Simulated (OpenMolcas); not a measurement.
## Single-point calculation, with input and output: HCl

The run: single-point calculation of HCl, SMILES Cl. Method and program: NEVPT2/3-21G (OpenMolcas 26.06).

The geometry comes from this level: PBE0-D4/def2-TZVP.

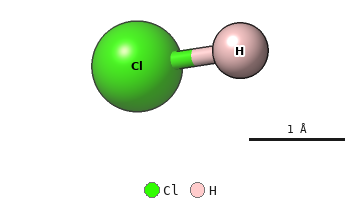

The structure (ball-and-stick view, seen at a tilt).

**Key numbers**

| quantity | value |
| --- | --- |
| outcome | converged |
| total energy | −457.925909 hartree |
| basis functions | 15 |
| hardware | 1 thread of Intel Xeon @ 2.50GHz (Skylake/Cascade Lake), 64 GiB of memory available, shared host |
| wall time | 2.2 s |
| peak memory | 0.37 GiB |

**The input**
```
&gateway
baslib=$CurrDir
coord=input.xyz
basis=3-21G
group=NoSym
&seward
&rasscf
fileorb=$CurrDir/step2.RasOrb
spin=1
nactel=2 0 0
inactive=8
ras2=2
orblisting=Nothing
&caspt2
sc-nevpt2
frozen=5
```

**File input.xyz**
```
2

Cl     0.546000    -0.178500     0.280800
H     -0.546000     0.178500    -0.280800
```

Run as:
```bash
export MOLCAS_MEM=1860
pymolcas step4.input > step4.log
```

**The program's output**
```
--- Start Module: gateway ---

                                              &GATEWAY

                       available to each process: 1.9 GB of memory, 1 thread

 Basis Set     1 Label: CL.3-21G
 Basis set is read from library:.
 basistype.tbl is not found

 Basis Set     2 Label: H.3-21G
 Basis set is read from library:.
 basistype.tbl is not found

++    Symmetry information:
      ---------------------

                    Character Table for C1

                             E
                    a        1  x, y, xy, Rz, z, xz, Ry, yz, Rx, I
--

++    Basis set information:
      ----------------------

      Basis set label: CL.3-21G.........

      Electronic valence basis set:
      ------------------
      Associated Effective Charge  17.000000 au
      Associated Actual Charge     17.000000 au
      Nuclear Model: Point charge

      Shell  nPrim  nBasis  Cartesian Spherical Contaminant
         s       9       4        X
         p       6       3        X

      Basis set label: H.3-21G.........

      Electronic valence basis set:
      ------------------
      Associated Effective Charge   1.000000 au
      Associated Actual Charge      1.000000 au
      Nuclear Model: Point charge

      Shell  nPrim  nBasis  Cartesian Spherical Contaminant
         s       3       2        X
--

++    Molecular structure info:
      -------------------------

                    ************************************************
                    **** Cartesian Coordinates / bohr, angstrom ****
                    ************************************************

     Center  Label                x              y              z                     x              y              z
        1      CL1              1.031790      -0.337316       0.530635              0.546000      -0.178500       0.280800
        2      H2              -1.031790       0.337316      -0.530635             -0.546000       0.178500      -0.280800
--

            Nuclear Potential Energy              7.03477695 au

--- Stop Module: gateway /rc=_RC_ALL_IS_WELL_ ---

--- Start Module: seward ---

                                              &SEWARD

                       available to each process: 1.9 GB of memory, 1 thread

               SEWARD will generate:
                  Multipole Moment integrals up to order  2
                  Kinetic Energy integrals
                  Nuclear Attraction integrals (point charge)
                  One-Electron Hamiltonian integrals
                  Velocity integrals
                  Orbital angular momentum around (  0.9740  -0.3184   0.5009 )
                  Velocity quadrupole around (  0.9740  -0.3184   0.5009 )
                  Two-Electron Repulsion integrals

                   Integrals are discarded if absolute value <: 1.00E-14
                   Integral cutoff threshold is set to       <: 1.00E-16

            Nuclear Potential Energy              7.03477695 au

      Basis set specifications :
      Symmetry species         a
      Basis functions           15

--- Stop Module: seward /rc=_RC_ALL_IS_WELL_ ---

--- Start Module: rasscf ---

                                              &RASSCF

                       available to each process: 1.9 GB of memory, 1 thread

      Header of the ONEINT file:
      --------------------------

      OrdInt status: non-squared

      Cartesian coordinates in angstrom:
      -----------------------------------------------------
      No.  Label        X            Y            Z
      -----------------------------------------------------
       1   CL1        0.54600000  -0.17850000   0.28080000
       2   H2        -0.54600000   0.17850000  -0.28080000
      -----------------------------------------------------
      Nuclear repulsion energy =    7.03477695

++    Wave function specifications:
      -----------------------------

      Number of closed shell electrons          16
      Number of electrons in active shells       2
      Max number of holes in RAS1 space          0
      Max nr of electrons in RAS3 space          0
      Number of inactive orbitals                8
      Number of active orbitals                  2
      Number of secondary orbitals               5
      Spin quantum number                      0.0
      State symmetry                             1
--

++    Orbital specifications:
      -----------------------

      Symmetry species                           1
                                                 a
      Frozen orbitals                            0
      Inactive orbitals                          8
      Active orbitals                            2
      RAS1 orbitals                              0
      RAS2 orbitals                              2
      RAS3 orbitals                              0
      Secondary orbitals                         5
      Deleted orbitals                           0
      Number of basis functions                 15
--

++    CI expansion specifications:
      ----------------------------

      Number of CSFs                             3
      Number of spin combinations                3
      Number of determinants                     4
      Number of root(s) required                 1
      Root chosen for geometry opt.              1
      CI root used                               1

      highest root included in the CI            1
      max. size of the explicit Hamiltonian      3
--

++    Optimization specifications:
      ----------------------------

      RASSCF algorithm: Conventional
      Maximum number of macro iterations       200
      Maximum number of SX iterations          100
      Threshold for RASSCF energy            1.000E-08
      Threshold for max MO rotation          1.000E-01
      Threshold for max BLB element          1.000E-04
      Level shift parameter                  5.000E-01
      Make Quasi-Newton update
--

      The MO-coefficients are taken from the file:
      step2.RasOrb
      Title: RASSCF average (pseudo-natural) orbitals

      Total molecular charge    0.00

      ************************************************************************************************************************
      *                                            Wave function control section                                             *
      ************************************************************************************************************************

                                         RASSCF iterations: Energy and convergence statistics
                                         ----------------------------------------------------

          iter iter root      energy       change     param      element    value   shift minimum  type update hh:mm:ss
 Nr of preliminary CI iterations:   1
        1   1    4    1  -457.88852648    0.00E+00   1.53E-06    8  14 1 -2.86E-06   0.00   0.00    SX    NO    0:00:00
        2   1    3    1  -457.88852648   -1.64E-11   1.55E-06    9  12 1 -8.73E-07   0.00   0.00    SX    NO    0:00:00
        3   1    3    1  -457.88852648   -5.68E-13   1.08E-06    7  10 1  4.85E-07   0.00   0.00    SX    NO    0:00:00
        4   1    2    1  -457.88852648   -4.55E-13   7.03E-07    7  10 1  2.76E-07   0.00   0.00    SX    NO    0:00:00
      Convergence after  4 iterations
        5   1    2    1  -457.88852648   -1.19E-12   7.03E-07    7  10 1  1.36E-07   0.00   0.00    SX    NO    0:00:00

      ************************************************************************************************************************
                                                      Wave function printout:
                       occupation of active orbitals, and spin coupling of open shells (u,d: Spin up or down)
      ************************************************************************************************************************

      Note: transformation to natural orbitals
      has been made, which may change the order of the CSFs.

      printout of CI-coefficients larger than  0.05 for root  1
      energy=    -457.888526
      conf/sym  11     Coeff  Weight
             1  20   0.99312 0.98629
             3  02  -0.11710 0.01371

      Natural orbitals and occupation numbers for root  1
      sym 1:   1.972576   0.027424

      ************************************************************************************************************************
      *                                                    Final results                                                     *
      ************************************************************************************************************************

++    Final optimization conditions:
      ------------------------------

      Average CI energy                            -457.88852648
      RASSCF energy for state  1                   -457.88852648
      Super-CI energy                                -0.00000000
      RASSCF energy change                           -0.00000000
      Max change in MO coefficients              -6.017E-07
      Max non-diagonal density matrix element     7.027E-07
      Maximum BLB matrix element                  1.356E-07
      (orbital pair   7,  10 in symmetry   1)
      Norm of electronic gradient            1.921E-07
--

      Final state energy(ies):
      ------------------------

::    RASSCF root number  1 Total energy:   -457.88852648
      Von Neumann Entropy (Root   1) =  0.10450

      Mulliken population analysis for root number:  1
      -----------------------------------------------

++    Molecular charges:
      ------------------

      Mulliken charges per centre
      ---------------------------

                CL1     H2
      Total   17.1871  0.8129

      N-E     -0.1871  0.1871

      Total electronic charge=   18.000000

      Total            charge=   -0.000000
--

      Expectation values of various properties for root number:  1
      -----------------------------------------------------------

++    Molecular properties:
      ---------------------

      Charge (e):
                      =   -0.0000
      Dipole Moment (debye):
      Origin of the operator (angstrom)=    0.5154   -0.1685    0.2651
                   X= -1.4511E+00               Y=  4.7440E-01               Z= -7.4628E-01           Total=  1.6993E+00
      Quadrupole Moment (debye*angstrom):
      Origin of the operator (angstrom)=    0.5154   -0.1685    0.2651
                  XX= -1.1672E+01              XY= -7.8110E-01              XZ=  1.2288E+00              YY= -1.3806E+01
                  YZ= -4.0171E-01              ZZ= -1.3429E+01
      In traceless form (debye*angstrom)
                  XX=  1.9456E+00              XY= -1.1717E+00              XZ=  1.8431E+00              YY= -1.2552E+00
                  YZ= -6.0257E-01              ZZ= -6.9038E-01
--

      Average orbitals are written to the RASORB file
      Natural orbitals for root   1 are written to the RASORB.1 file
      Spin density orbitals for root   1 are written to the SPDORB.1 file

--- Stop Module: rasscf /rc=_RC_ALL_IS_WELL_ ---

--- Start Module: caspt2 ---

                                              &CASPT2

                       available to each process: 1.9 GB of memory, 1 thread

 ###############################################################################
 ###    WARNING: User changed nr of frozen orbitals.                         ###
 ###############################################################################

++    Wave function specifications:
      -----------------------------

      Number of closed shell electrons           6
      Number of electrons in active shells       2
      Max number of holes in RAS1 space          0
      Max number of electrons in RAS3 space      0
      Number of inactive orbitals                3
      Number of active orbitals                  2
      Number of secondary orbitals               5
      Spin quantum number                      0.0
      State symmetry                             1
      Number of CSFs                             3
      Number of CASSCF root(s) available         1
      NEVPT2 state passed to geometry opt.       1
      A file JOBMIX will be created
      This is a CASSCF or RASSCF reference function
--

++    Orbital specifications:
      -----------------------

      Symmetry species                           1
                                                 a
      Frozen orbitals                            5
      Inactive orbitals                          3
      Active orbitals                            2
      Secondary orbitals                         5
      Deleted orbitals                           0
      Number of basis functions                 15
--

++    NEVPT2 specifications:
      ----------------------

      Type of calculation                        SS-NEVPT2
      Internal contraction for energies          partially and strongly contracted
                                                 (PC-NEVPT2 and SC-NEVPT2)
      Denominator threshold for SC-NEVPT2        1.00E-09
      Fock operator                              state-specific
      0th-order Hamiltonian                      DYALL
      IPEA shift                                 0.00
      Real shift                                 0.00
      Imaginary shift                            0.00
      The input orbitals will be transformed to quasi-canonical
--

--------------------------------------------------------------------------------
 Estimated memory requirements:
  POLY3 :                   250070
  RHS:                      250476
  SIGMA :                   250480
  PRPCTL:                        0
 Available workspace:    232491508

++ NEVPT2 computation for group   1

********************************************************************************
 Multi-State initialization phase begins for group   1
--------------------------------------------------------------------------------
********************************************************************************
 Compute H0 matrices for state    1
--------------------------------------------------------------------------------
--------------------------------------------------------------------------------
 H0 matrices have been computed.

********************************************************************************
  NEVPT2 EQUATION SOLUTION
--------------------------------------------------------------------------------

  Total nr of NEVPT2 parameters:
   Before reduction:         620
   After  reduction:         457

 Variance of |WF0>:       0.1025595778
-----------------------------------------------------------------------------------------------------------------------------

  FINAL PC-NEVPT2 RESULT:

      Reference energy:        -457.8885264800
      E2 (Non-variational):      -0.0374000558
      E2 (Variational):          -0.0374000558
      Total energy:            -457.9259265358
      Residual norm:              0.0000000000
      Reference weight:           0.98622

      Contributions to the PC-NEVPT2 correlation energy
      Active & Virtual Only:         -0.0012855071
      One Inactive Excited:          -0.0135282351
      Two Inactive Excited:          -0.0225863135

  FINAL SC-NEVPT2 RESULT:

      Reference energy:        -457.8885264800
      E2 (Non-variational):      -0.0373823290
      E2 (Variational):          -0.0373823290
      Total energy:            -457.9259088090
      Residual norm:              0.0000000000
      Reference weight:           0.98625

      Contributions to the SC-NEVPT2 correlation energy
      Active & Virtual only:         -0.0012855071
      One Inactive Excited:          -0.0135112967
      Two Inactive Excited:          -0.0225855252

   (Skip denominator check etc. with SC-NEVPT2 wavefunction)

   (Skipping property calculation,
    use PROP keyword to activate)
--

  Total SC-NEVPT2 energies:
::    SC-NEVPT2 Root  1     Total energy:   -457.92590881

  A NEW JOBIPH FILE NAMED 'JOBMIX' IS PREPARED.
********************************************************************************
--- Stop Module: caspt2 /rc=_RC_ALL_IS_WELL_ ---

.##################.
.# Happy landing! #.
.##################.

    Timing: Wall=1.90 User=1.42 System=0.40
```
